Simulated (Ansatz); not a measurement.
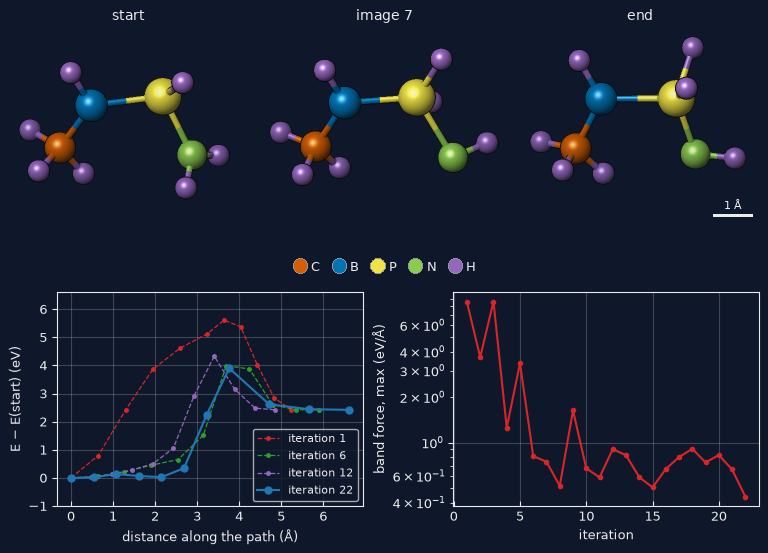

A search for the minimum-energy path of CH₇BNP by the nudged elastic band. Images are numbered from 0 (start) to 10 (end). The plot follows the band through its iterations. A ball-and-stick model, seen at a tilt.

All numbers below come from RKS r2SCAN-D4/6-31G in Ansatz 0.2.0. Settings: 9 movable images; climbing image; force threshold 0.05 eV/Å; iteration limit 22; starting path through a guess of the saddle point.

> How did the profile develop, and is the result final?

The result isn't final. The band hadn't converged when the run stopped after 22 iterations. The largest component of the band force went from 8.5 to 0.44 eV/Å. The barrier read from it is provisional, though the highest image hardly moved in the last two iterations. The first iteration put the highest image at 5.61 eV. The highest point, image 7, lies 3.90 eV above the start and 1.48 eV above the end; the end is at +2.42 eV relative to the start.

The run took about 15 core-minutes on a shared host.
